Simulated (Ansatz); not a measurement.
Input file:

```
crystal:
  periodic: [false, false, false]
  atoms:
    - {symbol: C, position_ang: [-0.513387, -0.348261, 3.380169]}
    - {symbol: F, position_ang: [-2.672418, 2.060139, 1.893916]}
    - {symbol: In, position_ang: [-1.846305, 0.247805, 1.752143]}
    - {symbol: S, position_ang: [-2.623133, -0.801852, -0.314669]}
    - {symbol: H, position_ang: [-1.094866, -0.310238, 4.319659]}
    - {symbol: H, position_ang: [0.315820, 0.382008, 3.418088]}
    - {symbol: H, position_ang: [-0.127800, -1.367393, 3.200485]}
    - {symbol: H, position_ang: [-1.898310, -1.934876, -0.074501]}
basis:
  gaussian:
    orbitals: def2-TZVPD
magnetization:
  spin_polarized: false
hamiltonian:
  xc: {name: PBE0}
output: {forces: true, orbitals: {seedname: orbitals}}
```

Run with:

```sh
ansatz run input.yaml --threads 1 --pin off --max-ram 2610MiB --events-out events.jsonl --progress --plain --runs-dir runs
```

Geometry: BLYP-D3(BJ)/def2-SVP; core potentials replace the inner electrons of In.

The calculation used Ansatz 0.2.0, isolated molecule in a Gaussian basis; Kohn-Sham density functional theory, functional PBE0.

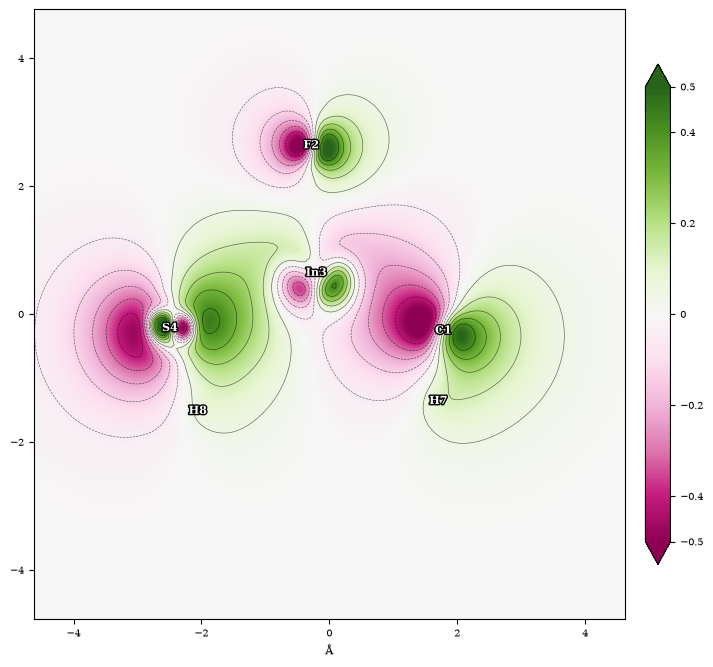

CH$_{4}$FInS (SMILES [CH3][In]([F])[SH]). The HOMO−1 on the plane of atoms F2, In3 and S4 (values in Å⁻³ᐟ²; the overall sign is arbitrary).

### Where does this orbital lie, and at what energy?

Its weight (Hirshfeld) is mainly on S4 (about 40 %), C1 (about 25 %), In3 (about 20 %) and F2 (about 5 %). Its energy is −8.29 eV.
